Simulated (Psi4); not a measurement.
**C2H3O (acetyl radical) at 3 levels**

Wanted: a comparison of 3 runs (UHF/STO-3G, UCAM-B3LYP/cc-pVDZ, USCS-MP2/pcseg-2) of C2H3O (acetyl radical). 

Program for the calculation: Psi4 1.11.

4 further runs of the same task are left out: 4 that didn't finish.

**1. The structure to begin with**

C2H3O has 6 atoms, charge 0, and is taken as a doublet. SMILES: `C[C]=O`. Geometry: relaxed at PBE0-D4/def2-TZVP.

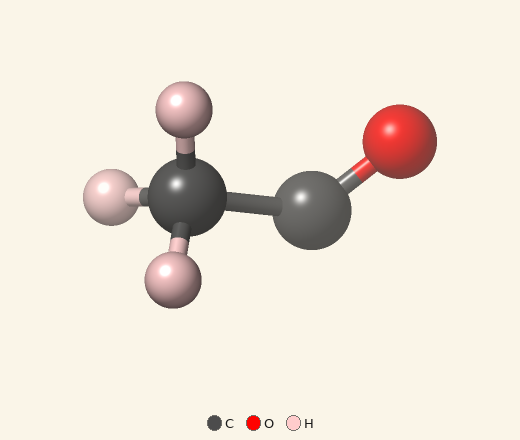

The structure, seen from a chosen angle (carbon dark grey, oxygen red, hydrogen pink).

**2. Energy and forces at UHF/STO-3G (run 1)**

c2h3o.dat

```
memory 1600 MB

molecule m {
  0 2
  C     -0.150600     0.360900    -0.246200
  C     -0.095300    -0.937800     0.496900
  O      0.811800    -1.439800     1.050900
  H     -0.929700     0.983800     0.196900
  H      0.814100     0.875700    -0.222400
  H     -0.450200     0.157100    -1.276100
  symmetry c1
}

set {
  reference     uhf
  puream        true
  e_convergence 1e-09
  d_convergence 1e-08
  scf_type      pk
  maxiter       200
}

e_tot, wfn = gradient("scf/STO-3G", return_wfn=True)
oeprop(wfn, "QUADRUPOLE", "WIBERG_LOWDIN_INDICES", "MAYER_INDICES", title="SCF")
```

The run is started by

```
$ psi4 -n 1 c2h3o.dat c2h3o.out
```

c2h3o.out:

```text
[...]
  Running in c1 symmetry.
[...]
  Nuclear repulsion =   63.255822701475459
[...]
  Multiplicity = 2
[...]
  Nalpha       = 12
  Nbeta        = 11
[...]
    Number of basis functions: 18
[...]
   @UHF iter   1:  -150.25452446175419   -2.02054e+00   1.75842e-02 DIIS/ADIIS
[...]
   @UHF iter  20:  -150.32516530218371   -4.54747e-13   6.28688e-09 DIIS
[...]
   @S^2 Observed:                8.480487827E-01
[...]
    Orbital Energies [Eh]
    ---------------------
    Alpha Occupied:
       1A    -20.320068     2A    -11.087771     3A    -11.069339
       4A     -1.361962     5A     -0.977112     6A     -0.703718
       7A     -0.613655     8A     -0.574929     9A     -0.566022
      10A     -0.491860    11A     -0.424525    12A     -0.264584
    Alpha Virtual:
      13A      0.313552    14A      0.655034    15A      0.691147
      16A      0.691965    17A      0.724436    18A      1.036259
    Beta Occupied:
[...]
  @UHF Final Energy:  -150.32516530218371
   => Energetics <=
    Nuclear Repulsion Energy =             63.2558227014754593
    One-Electron Energy =                -330.7697052403545968
    Two-Electron Energy =                 117.1887172366954530
    Total Energy =                       -150.3251653021837058
  UHF NO Occupations:
  HONO-2 :   10  A 1.9992675
  HONO-1 :   11  A 1.9508684
[...]
  -Total Gradient:
     Atom            X                  Y                   Z
    ------   -----------------  -----------------  -----------------
       1        0.007739381975    -0.023430896804     0.016091147630
       2        0.053628552998    -0.006292543234     0.019500780039
       3       -0.057654267746     0.034210005328    -0.036523867188
       4       -0.005676873151    -0.001212090662     0.001485657143
       5        0.006347167865     0.000232825565     0.001805311211
       6       -0.004383961942    -0.003507300194    -0.002359028835
[...]
 Multipole Moments:
 ------------------------------------------------------------------------------------
     Multipole            Electronic (a.u.)      Nuclear  (a.u.)        Total (a.u.)
 ------------------------------------------------------------------------------------
 L = 1.  Multiply by 2.5417464519 to convert [e a0] to [Debye]
 Dipole X            :          0.8666758           -1.1462802           -0.2796044
 Dipole Y            :         -3.2218353            3.7120173            0.4901820
 Dipole Z            :          2.0673805           -2.4270709           -0.3596903
 Magnitude           :                                                    0.6692041
 L = 2.  Multiply by 1.3450342976 to convert [e a0^2] to [Debye ang]
 Quadrupole XX       :        -35.1990872           22.6630139          -12.5360734
 Quadrupole XY       :         25.1152943          -24.8363084            0.2789859
[...]
```

It took 1.1 s on 1 thread of INTEL XEON PLATINUM 8581C at 2.30GHz (Emerald Rapids), shared host; peak memory 0.18 GiB.

**3. Energy and gradient at UCAM-B3LYP/cc-pVDZ (run 2)**

c2h3o_ase.py

```python
import numpy as np
from ase.calculators.psi4 import Psi4
from ase import Atoms

atoms = Atoms(['C', 'C', 'O', 'H', 'H', 'H'], positions=[
    [-0.150600, 0.360900, -0.246200],
    [-0.095300, -0.937800, 0.496900],
    [0.811800, -1.439800, 1.050900],
    [-0.929700, 0.983800, 0.196900],
    [0.814100, 0.875700, -0.222400],
    [-0.450200, 0.157100, -1.276100],
])
calc = Psi4(atoms=atoms, method='cam-b3lyp', basis='cc-pVDZ', memory='1600MB', num_threads=1, charge=0, multiplicity=2, label='calc', reference='uks')
calc.psi4.set_options({'puream': True, 'e_convergence': 1e-09, 'd_convergence': 1e-08, 'scf_type': 'pk', 'dft_radial_points': 99, 'dft_spherical_points': 590, 'maxiter': 200})
atoms.calc = calc

forces = atoms.get_forces()
print(f'energy: {atoms.get_potential_energy():.6f} eV')
print('forces / eV A^-1')
print(np.round(forces, 5))
```

The run is started by

```
$ python c2h3o_ase.py
```

calc.dat, shortened:

```text
[...]
  Running in c1 symmetry.
[...]
  Nuclear repulsion =   63.255822701475459
[...]
  Multiplicity = 2
[...]
  Nalpha       = 12
  Nbeta        = 11
[...]
    Number of basis functions: 57
[...]
   @UKS iter   1:  -152.98256968549407   -5.07496e-01   9.43043e-03 DIIS/ADIIS
[...]
   @UKS iter  14:  -153.11569798719856   -1.59162e-12   3.48748e-09 DIIS
[...]
   @S^2 Observed:                7.527579356E-01
[...]
  @UKS Final Energy:  -153.11569798719856
   => Energetics <=
    Nuclear Repulsion Energy =             63.2558227014754593
    One-Electron Energy =                -332.3944133113567432
    Two-Electron Energy =                 130.9198324721982090
    DFT Exchange-Correlation Energy =     -14.8969398495154728
    Empirical Dispersion Energy =           0.0000000000000000
    VV10 Nonlocal Energy =                  0.0000000000000000
    Total Energy =                       -153.1156979871985584
[...]
 Multipole Moments:
 ------------------------------------------------------------------------------------
     Multipole            Electronic (a.u.)      Nuclear  (a.u.)        Total (a.u.)
 ------------------------------------------------------------------------------------
 L = 1.  Multiply by 2.5417464519 to convert [e a0] to [Debye]
 Dipole X            :          0.8566959           -1.1462802           -0.2895843
 Dipole Y            :         -2.9813982            3.7120173            0.7306191
 Dipole Z            :          1.9289231           -2.4270709           -0.4981478
 Magnitude           :                                                    0.9304916
[...]
  -Total Gradient:
     Atom            X                  Y                   Z
    ------   -----------------  -----------------  -----------------
       1       -0.000863482565     0.000014471872    -0.000230658455
       2        0.010745989342     0.000725124030     0.002880990713
       3       -0.010131949477     0.004258204983    -0.005478470221
       4        0.003713647778    -0.003231568904    -0.002205912778
       5       -0.004803507221    -0.002635209210    -0.000075274879
       6        0.001334355557     0.000872487901     0.005106084322
[...]
```

On the terminal:

```text
energy: -4166.490364 eV
forces / eV A^-1
[[ 0.0444  -0.00074  0.01186]
 [-0.55258 -0.03729 -0.14815]
 [ 0.52101 -0.21897  0.28171]
 [-0.19096  0.16617  0.11343]
 [ 0.24701  0.13551  0.00387]
 [-0.06862 -0.04487 -0.26257]]
```

It took 16 s on 1 thread of INTEL XEON PLATINUM 8581C at 2.30GHz (Emerald Rapids), shared host; peak memory 0.82 GiB.

**4. A single-point energy at USCS-MP2/pcseg-2 (density fitting) (run 3)**

job.in

```
memory 1600 mb

molecule geom {
  0 2
  C     -0.150600     0.360900    -0.246200
  C     -0.095300    -0.937800     0.496900
  O      0.811800    -1.439800     1.050900
  H     -0.929700     0.983800     0.196900
  H      0.814100     0.875700    -0.222400
  H     -0.450200     0.157100    -1.276100
  units angstrom
}

set basis pcseg-2
set reference uhf
set freeze_core true
set mp2_type df
set diis false
set r_convergence 1e-05
set screening schwarz
set maxiter 100

e = energy('scs-mp2')
print_variables()
```

The run is started by

```
$ psi4 -i job.in -o job.out -n 1
```

job.out:

```text
[...]
  Running in c1 symmetry.
[...]
  Nuclear repulsion =   63.255822701475459
[...]
  Multiplicity = 2
[...]
  Nalpha       = 12
  Nbeta        = 11
[...]
    Number of basis functions: 132
[...]
   @UHF iter   1:  -152.25084193692496   -8.05685e-01   3.38535e-03 ADIIS
[...]
   @UHF iter  75:  -152.35373713870217   -3.38218e-12   9.06624e-09
[...]
   @S^2 Observed:                7.628564567E-01
[...]
    Orbital Energies [Eh]
    ---------------------
    Alpha Occupied:
       1A    -20.586508     2A    -11.336185     3A    -11.258701
       4A     -1.443381     5A     -1.040365     6A     -0.775516
       7A     -0.678717     8A     -0.655167     9A     -0.623847
      10A     -0.568469    11A     -0.535629    12A     -0.362682
    Alpha Virtual:
      13A      0.096897    14A      0.133837    15A      0.143219
      16A      0.147113    17A      0.189166    18A      0.235212
      19A      0.266056    20A      0.273464    21A      0.301478
      22A      0.315702    23A      0.413176    24A      0.466665
      25A      0.480376    26A      0.486451    27A      0.491809
[...]
  @UHF Final Energy:  -152.35373713870217
   => Energetics <=
    Nuclear Repulsion Energy =             63.2558227014754593
    One-Electron Energy =                -332.1573970860735017
    Two-Electron Energy =                 116.5478372458958773
    Total Energy =                       -152.3537371387021722
  UHF NO Occupations:
  HONO-2 :   10  A 1.9982750
  HONO-1 :   11  A 1.9967164
[...]
 Multipole Moments:
 ------------------------------------------------------------------------------------
     Multipole            Electronic (a.u.)      Nuclear  (a.u.)        Total (a.u.)
 ------------------------------------------------------------------------------------
 L = 1.  Multiply by 2.5417464519 to convert [e a0] to [Debye]
 Dipole X            :          0.6609098           -1.1462802           -0.4853704
 Dipole Y            :         -2.8317642            3.7120173            0.8802532
 Dipole Z            :          1.7872826           -2.4270709           -0.6397883
 Magnitude           :                                                    1.1915364
[...]
	SCS-MP2 Total Energy (a.u.)        :  -152.87583533102668
	SOS-MP2 Total Energy (a.u.)        :  -152.83265444211901
	SCSN-MP2 Total Energy (a.u.)       :  -152.58173223213478
[...]
	SOS-PI-MP2 Total Energy (a.u.)     :  -152.91247399268849
[...]
	MP2 Total Energy (a.u.)            :  -152.88237755827262
[...]
```

Run time: 24 s. Hardware: 1 thread of INTEL XEON PLATINUM 8581C at 2.30GHz (Emerald Rapids), shared host; peak memory 0.99 GiB.

**5. The series**

```csv
run,level,integration grid,task,energy (Eh),dipole moment (D),HOMO energy (eV),LUMO energy (eV),wall time
1,UHF/STO-3G,–,gradient,-150.325165,1.70,-7.20,7.88,1.1 s
2,UCAM-B3LYP/cc-pVDZ,99 radial × 590 angular,gradient,-153.115698,2.37,-6.85,0.12,16 s
3,USCS-MP2/pcseg-2 (density fitting),–,energy,-152.875835,–,-9.87,2.01,24 s
```

**6. Outcome**

| quantity | value |
| --- | --- |
| run 3: total energy | -152.87584 Eh |
| run 3: HOMO energy (Hartree–Fock orbitals) (highest over α and β) | -9.87 eV |
| run 3: LUMO energy (Hartree–Fock orbitals) (lowest over α and β) | 2.01 eV |
| run 3: correlation energy (3 core orbitals frozen) | -522.1 mEh |
| run 3: ⟨S²⟩ of the reference determinant | 0.763 |

**Reading.** In run 1 the basis is minimal, so the values are rough. All runs together took 41 s, the longest 24 s.
